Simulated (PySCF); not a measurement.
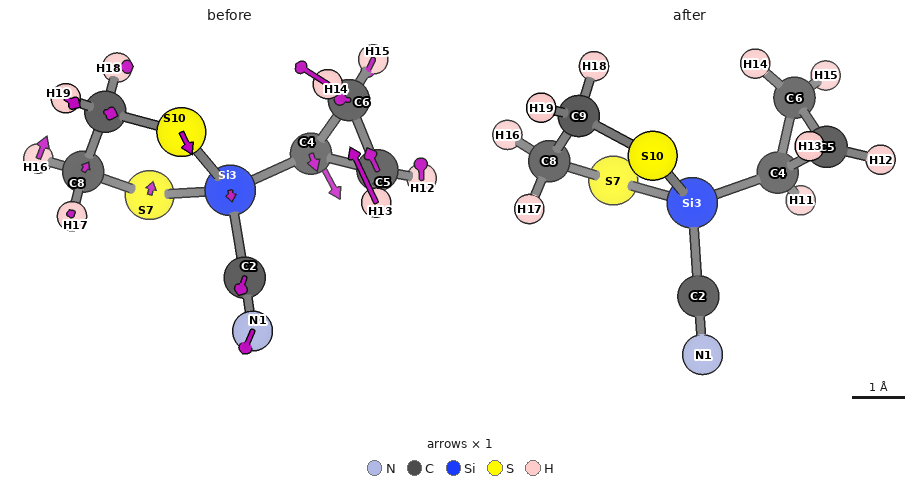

The structure of C6H9NS2Si before (left) and after (right) a relaxation, at one scale. The purple arrows give the displacements, at their true length.

A ball-and-stick model, seen face on.

The start comes from GFN2-xTB.

Theory: PBE0-D3(BJ)/def2-SVP geometry optimisation, gas phase in PySCF 2.14.0, density-fitted response routines. 

Describe what moved and what it gained.

The atom that moves furthest after the best rigid fit is H13 (1.38 Å). Largest moves by element: H 1.38 Å, N 0.90 Å, C 0.69 Å, S 0.53 Å, Si 0.26 Å. Near-neighbour distances that change, for instance: Si3–C4 1.873 → 1.845 Å, N1–C2 1.145 → 1.160 Å, Si3–S7 2.152 → 2.137 Å, Si3–S10 2.157 → 2.144 Å. Bond angles that change, for instance: C2–Si3–C4 111.3° → 107.6°. Groups turn about Si3–C4 by about 60°. After 16 geometry steps the energy has fallen by 16.0 kJ/mol.
